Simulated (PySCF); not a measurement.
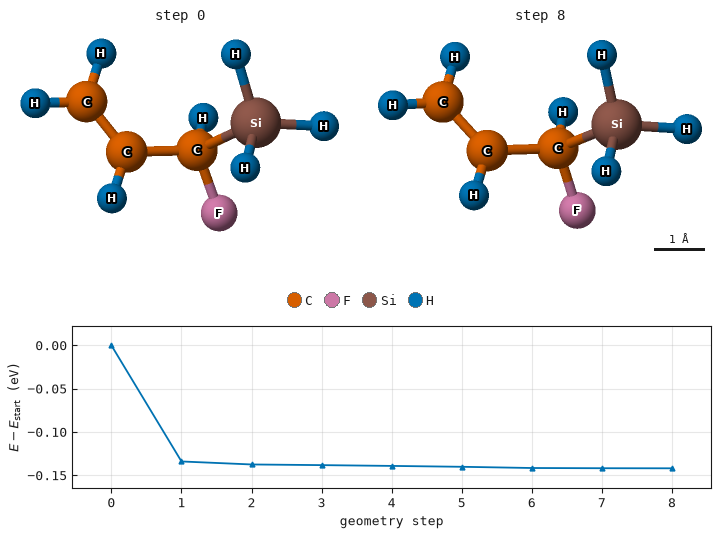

First and last geometry of a relaxation of C₃H₇FSi, with the history of the run. Style: ball-and-stick. Shown at a tilt.

The start comes from GFN2-xTB. Its atoms were then displaced at random by about 0.01 Å.

Method: PySCF 2.14.0, density-fitted response routines, PBE0-D3(BJ)/def2-SVP geometry optimisation, gas phase. 

**Read the history and describe the run.**

It converged. An H atom moves most after the best rigid fit: 0.26 Å. Largest moves by element: H 0.26 Å, C 0.12 Å, F 0.10 Å, Si 0.04 Å. Near-neighbour distances that change, for instance: C–C 1.294 → 1.334 Å, H–Si 1.454 → 1.493 Å, C–Si 1.947 → 1.916 Å, C–H 1.068 → 1.097 Å. Bond angles that change, for instance: H–C–H 114.1° → 117.1°, C–Si–H 106.1° → 109.1°, H–Si–H 112.4° → 109.8°. After 8 geometry steps the energy has fallen by 0.142 eV. The run took 40 s on 1 thread of Arm Neoverse V1 (shared host).

```json
{"step": "0", "E − E(0), eV": "0.0000"}
{"step": "1", "E − E(0), eV": "-0.1339"}
{"step": "2", "E − E(0), eV": "-0.1374"}
{"step": "3", "E − E(0), eV": "-0.1381"}
{"step": "4", "E − E(0), eV": "-0.1390"}
{"step": "5", "E − E(0), eV": "-0.1401"}
{"step": "6", "E − E(0), eV": "-0.1415"}
{"step": "7", "E − E(0), eV": "-0.1417"}
{"step": "8", "E − E(0), eV": "-0.1418"}
```
